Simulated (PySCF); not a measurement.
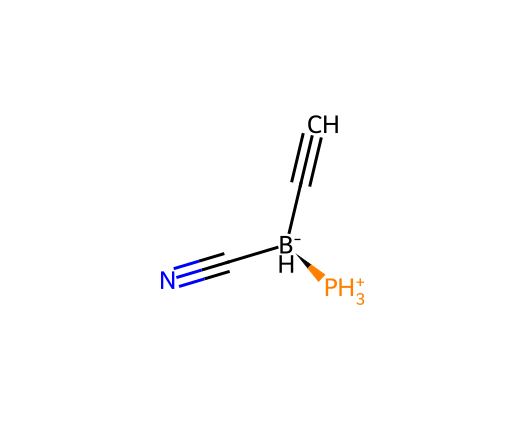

2D structure.

**Give its SMILES.**

C#C[B@@H-]([PH3+])C#N

**Give the formula, hydrogens included.**

C3H5BNP.

**An optimisation with GFN2-xTB gave a structure of which point group?**

C1.

The parts below concern this one geometry. Atoms keep their numbers from picture to picture. The geometry was computed by an optimisation with GFN2-xTB. No frequency run is at hand to confirm it as a minimum.

**Shape**

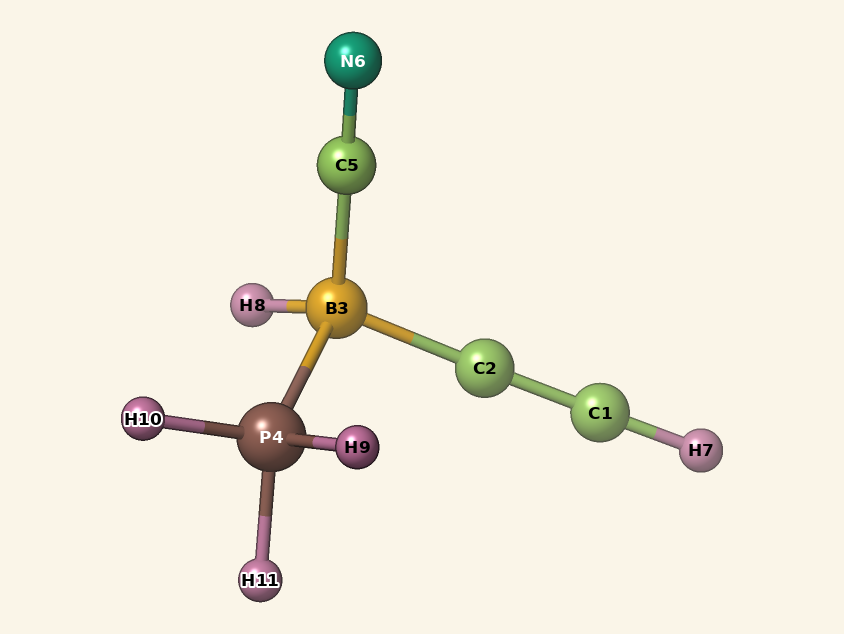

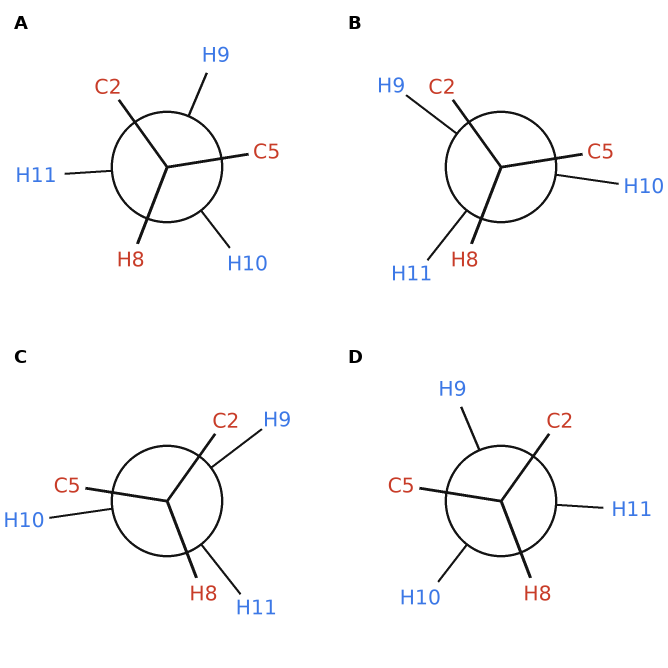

Distant atoms are faded towards the background colour. Bonds that would overlap in a projection are set slightly apart. No frequency run is at hand to confirm it as a minimum.

**Which Newman projection shows the view along B3–P4, with B3 in front?**

A. The torsion angle C2–B3–P4–H9 is 59°, synclinal (gauche).

**Dipole moment**

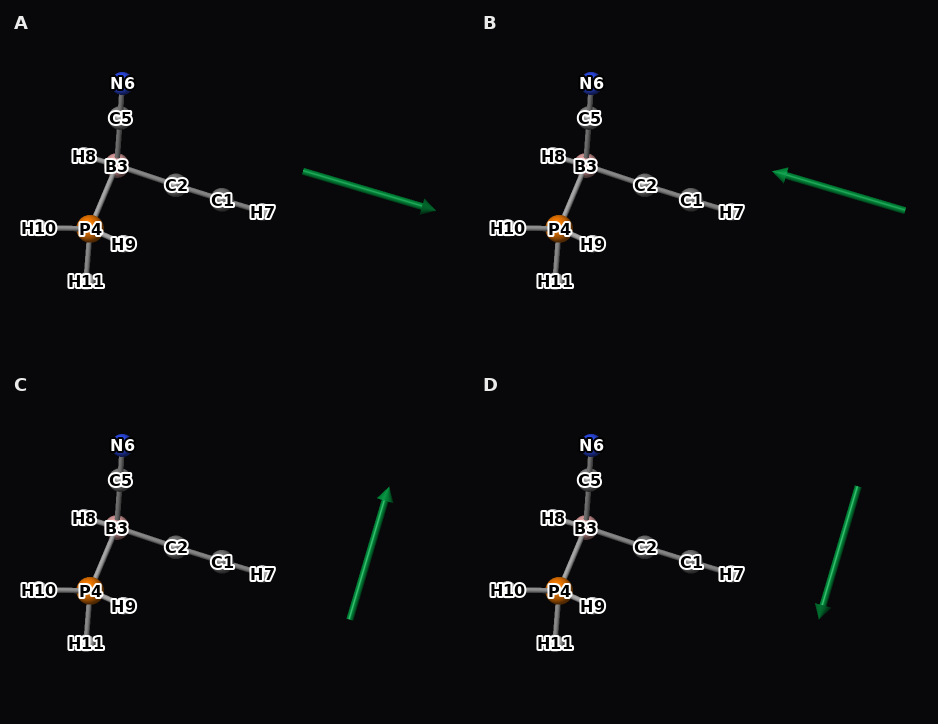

The same molecule four times, each with an arrow. No frequency run is at hand to confirm it as a minimum. Method: CAM-B3LYP/def2-SVPD, gas phase (PySCF 2.14.0).

**Which arrow points along the dipole moment, from the negative to the positive end?**

D. The dipole moment is 6.61 D; it points from the side of N6 to the side of H11 (the outermost atoms at the two ends).

**Excitation**

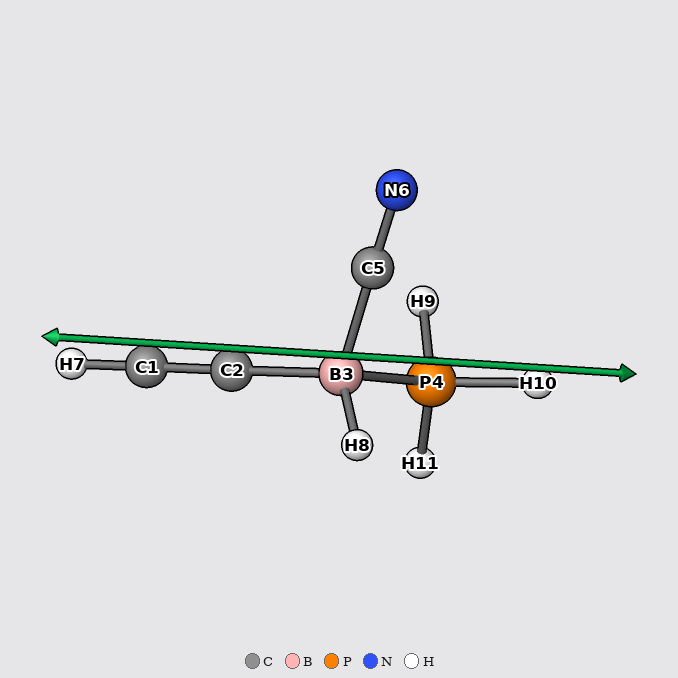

The double arrow shows the direction of the transition dipole to excited singlet state 2 (its length means nothing). No frequency run is at hand to confirm it as a minimum. Level of theory: TDDFT CAM-B3LYP/def2-SVPD, vertical, gas phase, core orbitals frozen in the response (PySCF 2.14.0).

**Where does the transition lie, and how strong is it?**

6.43 eV (193 nm), oscillator strength 0.039, of mixed character, with the largest part HOMO−1 → LUMO (weight 0.18); transition dipole 1.26 D.

**Polarisability**

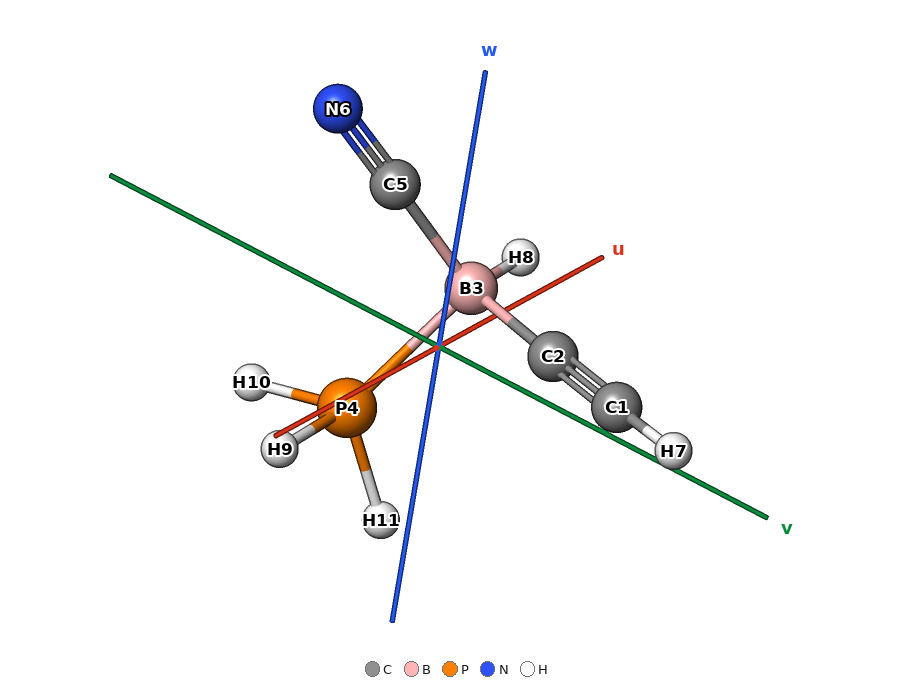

The lines u, v and w are the principal axes of the static dipole polarisability. No frequency run is at hand to confirm it as a minimum. Computed with CAM-B3LYP/def2-SVPD (PySCF 2.14.0).

**Along which axis is the molecule most polarisable, and along which least?**

Most along v, least along u.

**Give the three principal values.**

u 61.3, v 89.9, w 78.2 bohr³; mean 76.5, anisotropy 24.9 bohr³.

The geometry is semi-empirical. Around B, P such bond lengths and angles can be off by a tenth of an ångström or more and by several degrees, and values that hang on the shape move with them.
